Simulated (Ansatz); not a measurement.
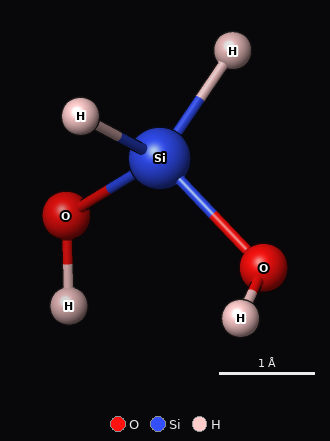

Figure 1. The structure (ball-and-stick view, seen at a tilt).

# Run report: SiH4O2, frequency calculation

- system: SiH4O2, SMILES O[SiH2]O
- method: RKS B3LYP-D4/def2-SVP (Ansatz 0.2.0)

It belongs to a series of runs on one base structure; here: vibrations at the highest image of the band.

Input:
```yaml
crystal:
  periodic: [false, false, false]
  atoms:
    - { symbol: O, position_ang: [-1.314647, -0.295071, 0.31985] }
    - { symbol: Si, position_ang: [0.157402, 0.447943, 0.072734] }
    - { symbol: O, position_ang: [1.393159, -0.666698, 0.042925] }
    - { symbol: H, position_ang: [-1.832827, -0.524927, -0.459512] }
    - { symbol: H, position_ang: [0.125216, 1.199002, -1.217343] }
    - { symbol: H, position_ang: [0.395045, 1.366362, 1.210781] }
    - { symbol: H, position_ang: [1.137953, -1.59471, -0.015134] }
basis:
  gaussian: { orbitals: def2-SVP }
hamiltonian:
  xc: b3lyp
  dispersion: d4
phonons: {}
```

Machine: 1 thread of Arm Neoverse V1, 24 GiB of memory available, shared host.

Launched with:
```bash
ansatz run input.yaml --threads 1 --pin off --max-ram 2048MiB --backend cpu --events-out ev --progress --plain --runs-dir out
```

The program's output:
```
Engine: ansatz 0.2.0, aarch64-unknown-linux-gnu
Functional definition: B3LYP
  parameter a0 = 0.2
  parameter ax = 0.72
  parameter ac = 0.81
  exchange = (1 - a0 - ax)*slater_x + ax*b88_x + a0*exact_x
  correlation = (1 - ac)*vwn_rpa_c + ac*lyp_c
671 factors; integrals over basis functions are off by at most 3.9e-4 eV
mean field evaluation 1: about -12026.2236 eV, gradient 6.7e1 eV
mean field evaluation 2: about -12013.2248 eV, gradient 1.1e2 eV
mean field evaluation 4: about -12033.7202 eV, gradient 1.1e0 eV
mean field evaluation 8: about -12033.7238 eV, gradient 1.6e-2 eV
mean field -12033.72379176 eV, -442.2311925962 hartree, gradient 5.6e-5 eV, S^2 0.000000; 0 other end points of the search recorded, 0 dependent functions left out
the calculation of the forces begins
reference -12033.72399661 eV, -442.2312001243 hartree; 17, 17 occupied and 49, 49 virtual orbitals, 671 factors
these checks for a lower state are left out or cut short: stability, starts, cluster_reference, orbital_swaps, neighbouring_geometries, increment
671 factors; integrals over basis functions are off by at most 3.9e-4 eV
mean field evaluation 16: about -12033.7236 eV, gradient 7.7e-5 eV
mean field -12033.72364853 eV, -442.2311873326 hartree, gradient 2.4e-6 eV, S^2 0.000000; 0 other end points of the search recorded, 0 dependent functions left out
[... from here on the field's lines of each further geometry are left out, up to the last ...]
the calculation of the forces begins
reference -12033.72401114 eV, -442.2312006582 hartree; 17, 17 occupied and 49, 49 virtual orbitals, 671 factors
these checks for a lower state are left out or cut short: stability, starts, cluster_reference, orbital_swaps, neighbouring_geometries, increment
671 factors; integrals over basis functions are off by at most 3.9e-4 eV
mean field -12033.72377656 eV, -442.2311920376 hartree, gradient 1.3e-6 eV, S^2 0.000000; 0 other end points of the search recorded, 0 dependent functions left out
the calculation of the forces begins
reference -12033.72398142 eV, -442.2311995661 hartree; 17, 17 occupied and 49, 49 virtual orbitals, 671 factors
WARN: phonons: modes at or below zero, which the zero-point energy, F, S and C_V leave out: 1, the lowest at -251.13 cm⁻¹. A minimum has none, and a first-order saddle one
Total energy: -12033.87580525 eV, -442.2367789889 hartree
Atom 0 at    -1.314647    -0.295071     0.319850 Å, force     0.007196    -0.011557    -0.010118 eV/Å
Atom 1 at     0.157402     0.447943     0.072734 Å, force     0.012377     0.003734     0.007414 eV/Å
Atom 2 at     1.393159    -0.666698     0.042925 Å, force    -0.032180    -0.002994    -0.006708 eV/Å
Atom 3 at    -1.832827    -0.524927    -0.459512 Å, force    -0.005190     0.008953     0.003765 eV/Å
Atom 4 at     0.125216     1.199002    -1.217343 Å, force    -0.000579    -0.003508    -0.001666 eV/Å
Atom 5 at     0.395045     1.366362     1.210781 Å, force     0.000520     0.002337     0.001433 eV/Å
Atom 6 at     1.137953    -1.594710    -0.015134 Å, force     0.017856     0.003036     0.005880 eV/Å
Dipole moment:    -0.253559    -0.251504    -0.296533 e Å
Vibrations: -251.13 208.57 303.50 625.89 742.71 768.55 834.83 874.00 913.42 988.07 996.85 2208.90 2274.88 3880.78 3883.31 cm⁻¹, zero-point energy 1.209111 eV
```

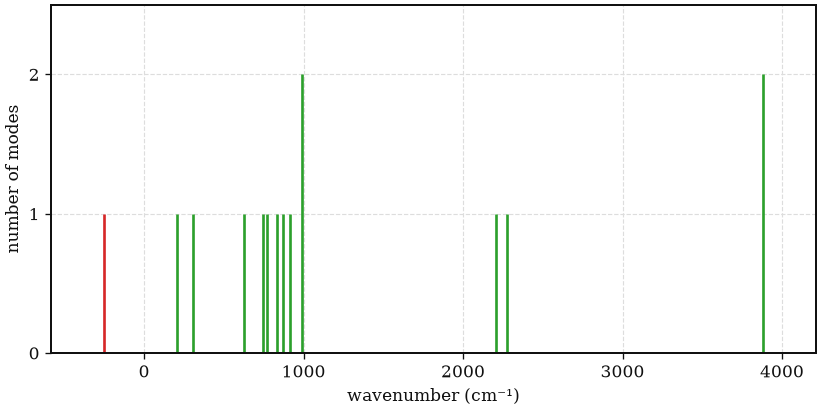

Figure 2. Harmonic vibrational wavenumbers from the force constants; neighbouring modes closer than 19 cm⁻¹ are counted in one stick, and imaginary ones are drawn at negative wavenumbers. 15 modes from 251i to 3883 cm⁻¹, 1 imaginary beyond 8i (251i cm⁻¹): a first-order saddle point, if the geometry is stationary.

Key numbers:

| quantity | value |
| --- | --- |
| outcome | converged |
| total energy | −12033.8758 eV |
| mean-field energy | −12033.7240 eV |
| largest force (length of the vector) | 0.033 eV/Å |
| wall time | 50 s |
| peak memory | 0.12 GiB |
